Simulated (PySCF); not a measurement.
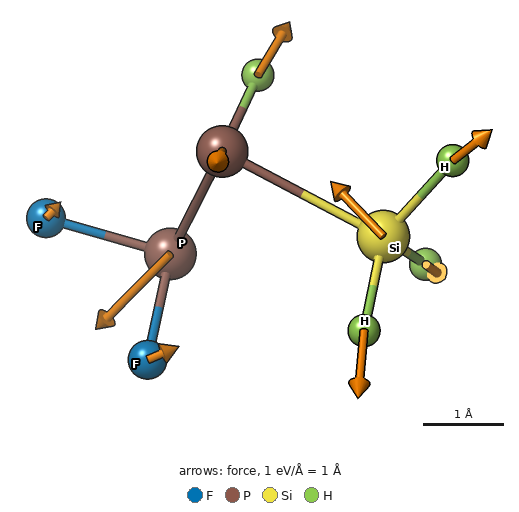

Starting geometry of SiH3PHPF2 with the computed forces as orange arrows. A ball-and-stick model, seen at a tilt.

The start comes from GFN2-xTB. Its atoms were then displaced at random by about 0.01 Å.

All numbers below come from PBE0-D3(BJ)/def2-SVP geometry optimisation, gas phase (PySCF 2.14.0, density-fitted response routines). 

Question: What follows when this structure is relaxed?

Answer: It isn't relaxed: the largest force vector, on a P atom, is 1.52 eV/Å. The final displacements have little in common with the starting forces (cosine between the two patterns 0.13). The atom that moves furthest after the best rigid fit is an F atom (0.61 Å). Largest moves by element: F 0.61 Å, P 0.26 Å, H 0.24 Å, Si 0.11 Å. Some distances before and after: P–P 2.150 → 2.238 Å, H–Si 1.438 → 1.488 Å, H–P 1.388 → 1.430 Å, H–Si 1.455 → 1.492 Å. Bond angles that change, for instance: P–P–Si 92.4° → 95.4°, F–P–F 94.8° → 97.4°, P–Si–H 105.8° → 108.1°. Groups turn about P–P by about 30°. The energy falls by 0.174 eV in 13 geometry steps.
